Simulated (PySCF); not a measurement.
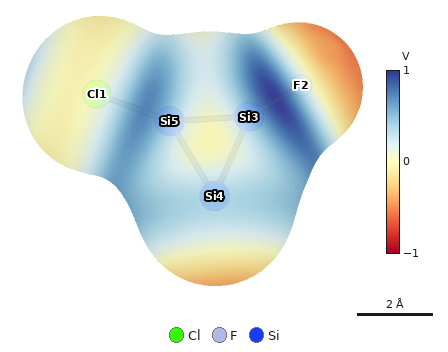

*ClFSi₃. The molecular electrostatic potential painted on the density surface at 0.001 e/bohr³, seen across its widest extent; the colour scale runs from red (negative) to blue (positive).*

Geometry: BLYP-D3(BJ)/def2-SVP.

Method: PySCF 2.14.0, Gaussian-basis quantum chemistry of an isolated molecule with PySCF, energy and nuclear gradient, functional PBE0.

Input file:

```
# F[Si]1=[Si]=[Si]1Cl
import pyscf.grad
from pyscf import gto, dft

system = gto.M(
    atom='geometry.xyz',
    basis='def2-tzvpd',
    spin=0,
    max_memory=3720,
    verbose=3,
)

ks = dft.RKS(system)
ks.xc = 'pbe0'
ks = ks.density_fit(auxbasis='def2-universal-jkfit')
ks.max_cycle = 100
ks.grids.level = 3
ks.conv_tol = 1e-09
ks.kernel()
if not ks.converged:
    ks = ks.newton().run(ks.mo_coeff, ks.mo_occ)

energy = ks.e_tot
print('E = %.10f Eh' % energy)
grad = ks.Gradients().kernel()
dip = ks.dip_moment()
pop, q = ks.mulliken_pop()
```

Command:

```sh
OMP_NUM_THREADS=2 python input.py
```

> Which sites attract a positive test charge, and which a negative one?

A positive charge is drawn to the negative regions and a negative charge to the positive ones. The most negative region (about −0.5 V, or −12 kcal/mol for a unit charge) lies over F2, the most positive (about +1.0 V, or +23 kcal/mol for a unit charge) over Si3.

> How polar is the molecule by this calculation?

Its dipole moment is 0.34 D.
